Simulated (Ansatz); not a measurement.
# CH₅NSiTe: geometry optimisation

What shape does CH₅NSiTe take? The plan is to relax it.

Method: RKS PBE0-D4/def2-TZVP; program: Ansatz 0.2.0, Gaussian basis.

The runs, in order: relaxation at PBE-D4/def2-SVP; relaxation at PBE0-D4/def2-TZVP.

1 further run of the same task is left out (set aside as unsound or not needed).

### Step 1. Starting geometry

SMILES `C1N[SiH2][Te]1`, 9 atoms, charge 0, spin multiplicity 1.

Atoms are counted from 1 here; the program's logs count them from 0.

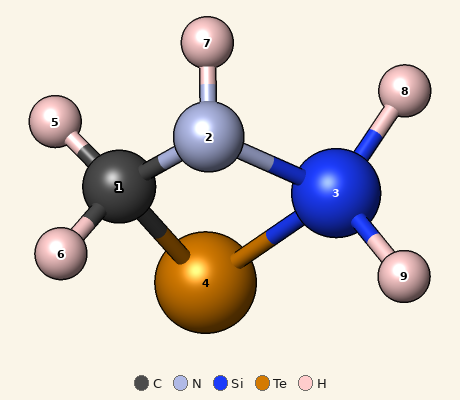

Start geometry, drawn with carbon dark grey, nitrogen light blue, silicon blue, tellurium orange, hydrogen pink; atoms are numbered from 1 in the order of the file.

Geometry (Å):

```
C    -0.19390    0.92290   -0.68350
N     0.72700    0.47270    0.29420
Si   -0.10860   -1.02940    0.78530
Te   -1.75330   -0.51400   -0.79530
H     0.22940    1.08790   -1.71330
H    -0.66280    1.95290   -0.35600
H     1.62620    0.19110   -0.20790
H     0.75250   -2.19810    0.42270
H    -0.52810   -0.93230    2.23660
```

The start is a force-field geometry with small random shifts, so a cheaper pass at PBE-D4/def2-SVP comes first. Te takes the def2 core potential; no spin-orbit term is included.

### Step 2. Relaxation at PBE-D4/def2-SVP (cheap first pass)

File in.yaml:

```yaml
crystal:
  periodic: [false, false, false]
  atoms:
    - {symbol: C, position_ang: [-0.193900, 0.922900, -0.683500]}
    - {symbol: N, position_ang: [0.727000, 0.472700, 0.294200]}
    - {symbol: Si, position_ang: [-0.108600, -1.029400, 0.785300]}
    - {symbol: Te, position_ang: [-1.753300, -0.514000, -0.795300]}
    - {symbol: H, position_ang: [0.229400, 1.087900, -1.713300]}
    - {symbol: H, position_ang: [-0.662800, 1.952900, -0.356000]}
    - {symbol: H, position_ang: [1.626200, 0.191100, -0.207900]}
    - {symbol: H, position_ang: [0.752500, -2.198100, 0.422700]}
    - {symbol: H, position_ang: [-0.528100, -0.932300, 2.236600]}
basis:
  gaussian: {orbitals: def2-SVP}
hamiltonian: {xc: pbe, dispersion: d4}
relax: {f_tol: 0.03, max_steps: 200}
```

Launch:

```sh
> ansatz run in.yaml --threads 4 --pin off --events-out ev --progress --plain --max-ram 10444MiB
```

Log (excerpt; [...] marks lines left out):

```text
Functional definition: PBE
  name "PBE"
  cite "Perdew, Burke & Ernzerhof, Phys. Rev. Lett. 77, 3865 (1996) doi:10.1103/PhysRevLett.77.3865"
  parent pbe
[...]
1136 factors; their error is unknown
[...]
mean field -17766.65740188 eV, -652.9126168464 hartree, gradient 2.5e-5 eV, S^2 0.000000; 0 other end points of the search recorded, 0 dependent functions left out
[...]
reference -17766.65743533 eV, -652.9126180755 hartree; 28, 28 occupied and 69, 69 virtual orbitals, 1136 factors
relax step   1: F+E_penalty+E_count = -17766.91294207 eV  Δ(F+E_penalty+E_count) = +0.000e0 eV  max|allowed force component| = 3.972e0 eV/Å  Δτ_max = 0.0000 Å  (28 SCF iters, accepted)
[...]
relax step   3: F+E_penalty+E_count = -17767.52557511 eV  Δ(F+E_penalty+E_count) = -5.133e-2 eV  max|allowed force component| = 3.644e-1 eV/Å  Δτ_max = 0.0451 Å  (28 SCF iters, accepted)
[...]
relax step   5: F+E_penalty+E_count = -17767.55201533 eV  Δ(F+E_penalty+E_count) = -1.196e-2 eV  max|allowed force component| = 7.331e-1 eV/Å  Δτ_max = 0.1784 Å  (29 SCF iters, accepted)
[...]
relax step   7: F+E_penalty+E_count = -17767.60376346 eV  Δ(F+E_penalty+E_count) = -2.876e-2 eV  max|allowed force component| = 3.212e-1 eV/Å  Δτ_max = 0.2000 Å  (28 SCF iters, accepted)
[...]
relax step   8: F+E_penalty+E_count = -17767.61755658 eV  Δ(F+E_penalty+E_count) = -1.379e-2 eV  max|allowed force component| = 8.533e-2 eV/Å  Δτ_max = 0.1764 Å  (29 SCF iters, accepted)
[...]
relax step   9: F+E_penalty+E_count = -17767.61865965 eV  Δ(F+E_penalty+E_count) = -1.103e-3 eV  max|allowed force component| = 1.649e-2 eV/Å  Δτ_max = 0.0495 Å  (29 SCF iters, accepted)
1136 factors; their error is unknown
[...]
mean field -17767.36918134 eV, -652.9387742590 hartree, gradient 2.5e-5 eV, S^2 0.000000; 1 other end points of the search recorded, 0 dependent functions left out
[...]
reference -17767.36921665 eV, -652.9387755565 hartree; 28, 28 occupied and 69, 69 virtual orbitals, 1136 factors
Total energy: -17767.61869496 eV, -652.9479437151 hartree
Atom 0 at    -0.185787     0.975899    -0.818955 Å, force     0.009771    -0.016492     0.016056 eV/Å
Atom 1 at     0.699611     0.315573     0.119721 Å, force    -0.015444     0.000214    -0.009840 eV/Å
Atom 2 at    -0.057441    -1.109085     0.779701 Å, force    -0.000819    -0.002616    -0.000370 eV/Å
Atom 3 at    -1.958680    -0.391439    -0.712239 Å, force     0.006075     0.007939    -0.001633 eV/Å
Atom 4 at     0.177511     0.994710    -1.869610 Å, force    -0.000477     0.000330    -0.005662 eV/Å
Atom 5 at    -0.513869     1.994019    -0.515351 Å, force    -0.001182     0.003791    -0.000710 eV/Å
Atom 6 at     1.633012     0.705652     0.267831 Å, force    -0.000539     0.007565     0.000619 eV/Å
Atom 7 at     0.609214    -2.427359     0.463804 Å, force     0.000308    -0.001971    -0.001431 eV/Å
Atom 8 at    -0.315172    -1.104270     2.267898 Å, force     0.002307     0.001241     0.002971 eV/Å
Dipole moment:     0.336727     0.182768     0.023908 e Å
```

Run time: 8.5 s. Hardware: 4 threads of Arm Neoverse V2, shared host.

The steps of the relaxation:

| step | energy from step 1 (eV) | largest force component (eV/Å) |
| --- | --- | --- |
| 1 | 0.0000 | 3.9724 |
| 2 | -0.5613 | 1.3339 |
| 3 | -0.6126 | 0.3644 |
| 4 | -0.6271 | 0.3188 |
| 5 | -0.6391 | 0.7331 |
| 6 | -0.6621 | 0.2839 |
| 7 | -0.6908 | 0.3212 |
| 8 | -0.7046 | 0.0853 |
| 9 | -0.7057 | 0.0165 |

Close pairs (by a distance rule), those that changed most:

| bond | before (Å) | after (Å) | change (Å) |
| --- | --- | --- | --- |
| Si3–Te4 | 2.339 | 2.521 | +0.182 |
| C1–Te4 | 2.123 | 2.241 | +0.118 |
| C1–H6 | 1.178 | 1.112 | -0.066 |
| N2–H7 | 1.068 | 1.022 | -0.045 |
| N2–Si3 | 1.788 | 1.743 | -0.045 |
| C1–N2 | 1.417 | 1.450 | +0.033 |
| Si3–H8 | 1.496 | 1.511 | +0.014 |
| C1–H5 | 1.126 | 1.112 | -0.014 |

### Step 3. Optimising with PBE0-D4/def2-TZVP

File in.yaml:

```yaml
crystal:
  periodic: [false, false, false]
  atoms:
    - {symbol: C, position_ang: [-0.185787, 0.975899, -0.818955]}
    - {symbol: N, position_ang: [0.699611, 0.315573, 0.119721]}
    - {symbol: Si, position_ang: [-0.057441, -1.109085, 0.779701]}
    - {symbol: Te, position_ang: [-1.958680, -0.391439, -0.712239]}
    - {symbol: H, position_ang: [0.177511, 0.994710, -1.869610]}
    - {symbol: H, position_ang: [-0.513869, 1.994019, -0.515351]}
    - {symbol: H, position_ang: [1.633012, 0.705652, 0.267831]}
    - {symbol: H, position_ang: [0.609214, -2.427359, 0.463804]}
    - {symbol: H, position_ang: [-0.315172, -1.104270, 2.267898]}
basis:
  gaussian: {orbitals: def2-TZVP}
hamiltonian: {xc: pbe0, dispersion: d4}
relax: {f_tol: 0.005, max_steps: 150}
```

Same command.

Log (excerpt; [...] marks lines left out):

```text
Functional definition: PBE0
  name "PBE0"
  cite "Adamo & Barone, J. Chem. Phys. 110, 6158 (1999) doi:10.1063/1.478522"
  cite "Perdew, Burke & Ernzerhof, Phys. Rev. Lett. 77, 3865 (1996) doi:10.1103/PhysRevLett.77.3865"
  parent pbe
[...]
1261 factors; their error is unknown
[...]
mean field -17774.96717878 eV, -653.2179955148 hartree, gradient 4.4e-5 eV, S^2 0.000000; 0 other end points of the search recorded, 0 dependent functions left out
[...]
reference -17774.96721002 eV, -653.2179966626 hartree; 28, 28 occupied and 151, 151 virtual orbitals, 1261 factors
relax step   1: F+E_penalty+E_count = -17775.17757128 eV  Δ(F+E_penalty+E_count) = +0.000e0 eV  max|allowed force component| = 7.109e-1 eV/Å  Δτ_max = 0.0000 Å  (32 SCF iters, accepted)
[...]
Total energy: -17775.23691058 eV, -653.2279079756 hartree
Atom 0 at    -0.193622     0.960731    -0.814930 Å, force     0.004577    -0.000350     0.002013 eV/Å
Atom 1 at     0.691917     0.304317     0.119911 Å, force    -0.001909     0.002708    -0.003530 eV/Å
Atom 2 at    -0.057475    -1.094821     0.767392 Å, force     0.000344     0.000601    -0.000713 eV/Å
Atom 3 at    -1.928256    -0.377079    -0.703770 Å, force    -0.000384    -0.000405     0.000049 eV/Å
Atom 4 at     0.175312     0.975256    -1.842940 Å, force    -0.000834     0.000263     0.000847 eV/Å
Atom 5 at    -0.500732     1.963237    -0.508703 Å, force     0.000352    -0.001045    -0.000224 eV/Å
Atom 6 at     1.602907     0.703059     0.275551 Å, force    -0.002453    -0.000868     0.000391 eV/Å
Atom 7 at     0.599577    -2.394514     0.453296 Å, force     0.000218    -0.001131    -0.000109 eV/Å
Atom 8 at    -0.301229    -1.086486     2.236992 Å, force     0.000088     0.000227     0.001276 eV/Å
Dipole moment:     0.355593     0.203096     0.025815 e Å
```

It took 17 s on 4 threads of Arm Neoverse V2, shared host; peak memory 0.46 GiB.

The steps of the relaxation:

| step | energy from step 1 (eV) | largest force component (eV/Å) |
| --- | --- | --- |
| 1 | 0.0000 | 0.7109 |
| 2 | -0.0451 | 0.5297 |
| 3 | -0.0583 | 0.1693 |
| 4 | -0.0592 | 0.0541 |
| 5 | -0.0593 | 0.0119 |
| 6 | -0.0593 | 0.0046 |

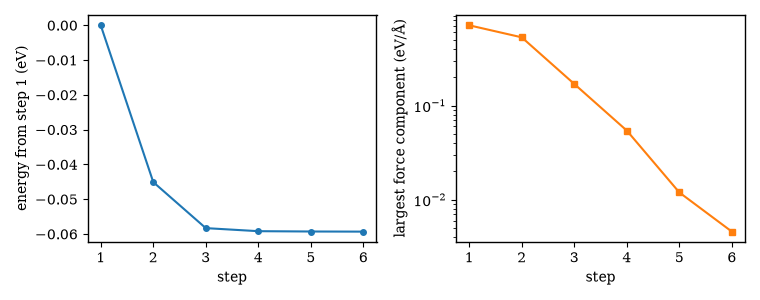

Energy and largest force along the relaxation.

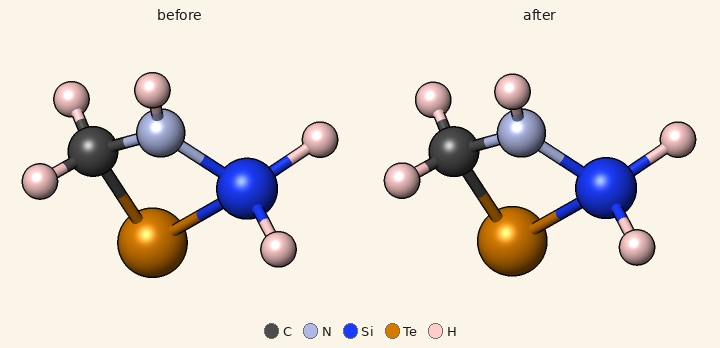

Before and after, at one scale.

Close pairs (by a distance rule), those that changed most:

| bond | before (Å) | after (Å) | change (Å) |
| --- | --- | --- | --- |
| C1–Te4 | 2.241 | 2.193 | -0.048 |
| Si3–Te4 | 2.521 | 2.486 | -0.035 |
| N2–Si3 | 1.743 | 1.714 | -0.029 |
| Si3–H8 | 1.511 | 1.490 | -0.021 |
| Si3–H9 | 1.510 | 1.490 | -0.021 |
| C1–H6 | 1.112 | 1.092 | -0.020 |
| C1–H5 | 1.112 | 1.092 | -0.020 |
| N2–H7 | 1.022 | 1.007 | -0.016 |

Mulliken charges of the relaxed molecule (report file):

| atom | value (e) |
| --- | --- |
| C1 | -0.16 |
| N2 | -0.44 |
| Si3 | 0.28 |
| Te4 | -0.09 |
| H5 | 0.13 |
| H6 | 0.13 |
| H7 | 0.21 |
| H8 | -0.03 |
| H9 | -0.03 |

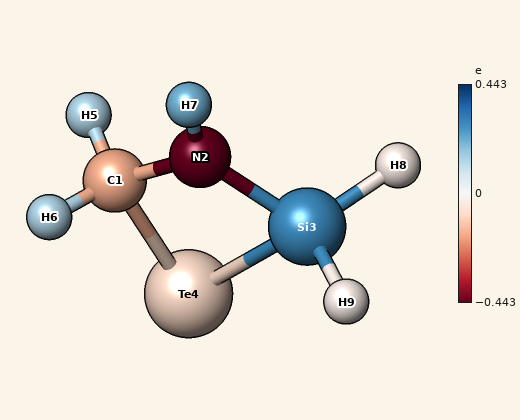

Mulliken charges of the relaxed molecule (report file), as colours on the atoms.

### Step 4. Results

```
                  quantity           value
               point group              Cs
                     steps           9 + 6
shift from the start (rms)         0.309 Å
              total energy  -17775.2369 eV
           dispersion term        -212 meV
             dipole moment          1.97 D
```

What this shows: The atoms moved 0.31 Å (rms) from the start; the bond that changed most is Si3–Te4, from 2.339 to 2.486 Å. No vibrations were run, so it is not proven to be a minimum. The largest Mulliken charge, -0.44 e, sits on N2.
